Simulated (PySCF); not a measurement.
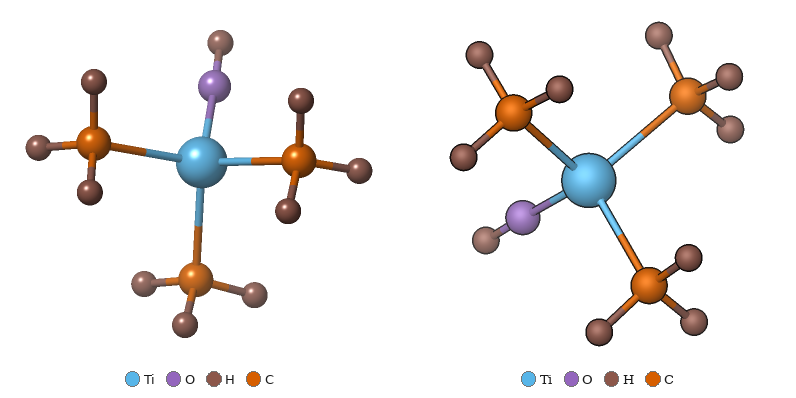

Two views of one molecule.

The species is neutral and a spin singlet.

Question: Which formula does it have?

Answer: C₃H₁₀OTi, 15 atoms: 3 carbon, 10 hydrogen, 1 oxygen and 1 titanium.

Question: How many bonds of each kind are drawn?

Answer: 9 C–H, 3 C–Ti, 1 O–Ti, 1 O–H.

Question: Give a SMILES string for it.

Answer: [CH3][Ti]([CH3])([CH3])[OH]

The parts below concern this one geometry. Atoms keep their numbers from picture to picture. The computed structure is the end point of a PBE0-D3(BJ)/def2-SVP optimisation. No frequency run is at hand to confirm it as a minimum.

Shape

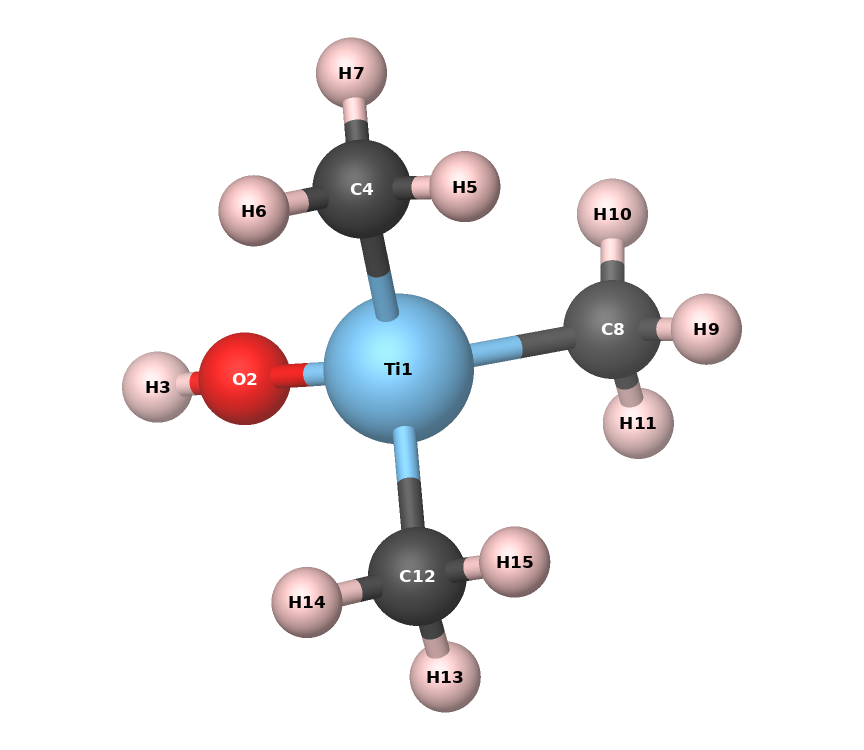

Numbered structure. No frequency run is at hand to confirm it as a minimum.

Give these bond angles: Ti1–C4–H7, Ti1–C8–H9, Ti1–C8–H10, Ti1–C8–H11, Ti1–C12–H13, Ti1–C12–H15, O2–Ti1–C4, O2–Ti1–C8, O2–Ti1–C12, C4–Ti1–C8, C4–Ti1–C12, C8–Ti1–C12.

```
      angle  degrees
  Ti1–C4–H7    111.7
  Ti1–C8–H9    108.2
 Ti1–C8–H10    110.7
 Ti1–C8–H11    111.0
Ti1–C12–H13    111.0
Ti1–C12–H15    107.7
  O2–Ti1–C4    111.2
  O2–Ti1–C8    110.9
 O2–Ti1–C12    111.2
  C4–Ti1–C8    108.2
 C4–Ti1–C12    107.3
 C8–Ti1–C12    107.8
```

Core levels

No frequency run is at hand to confirm it as a minimum. Properties computed with delta-SCF UKS SCAN, pcX-2 on the ionised atom (unc-x2c-TZVPall on a metal), pcseg-1 elsewhere, spin-free X2C (PySCF 2.14.0).

Give the core-electron binding energies (to vacuum; p and d levels without spin–orbit splitting) of Ti1 2p, O2 1s, C4 1s.

| atom | level | binding energy (eV) |
| --- | --- | --- |
| Ti1 | 2p | 463.8 |
| O2 | 1s | 537.8 |
| C4 | 1s | 289.1 |

Metal centre

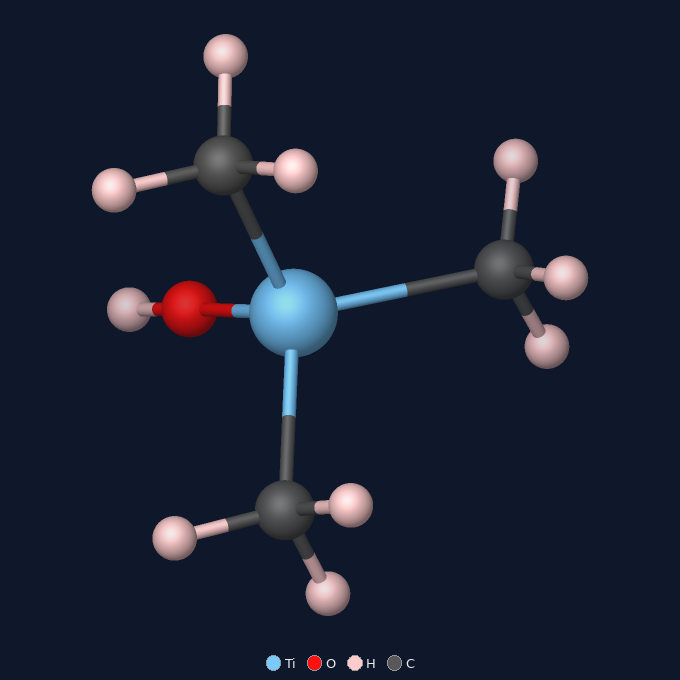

A metal compound. No frequency run is at hand to confirm it as a minimum.

Question: What is the coordination number of the metal, and which atoms bind to it?

Answer: Ti binds 4 atoms: 1 O at 1.75 Å, 3 C at 2.06 Å. The arrangement is tetrahedral.

Question: What are the formal oxidation state of the metal and its number of d electrons?

Answer: Ti(IV), d⁰, counting the ligands as closed-shell ions or neutral donors.

Quadrupole coupling

No frequency run is at hand to confirm it as a minimum. Electric field gradients from the ground-state density, PBE/pcJ-1 (pcSseg-1 on Ti) (PySCF 2.14.0), non-relativistic apart from any core potentials.

Give the largest field-gradient component, the quadrupole coupling constant and the asymmetry for 17O at O2 (Q = −25.6 mb), 2H at H3 (Q = 2.86 mb), 2H at H5 (Q = 2.86 mb).

```csv
atom,V_zz (a.u.),e²qQ/h (MHz),η
O2,1.285,−7.73,0.00
H3,0.490,0.329,0.00
H5,0.289,0.194,0.04
```
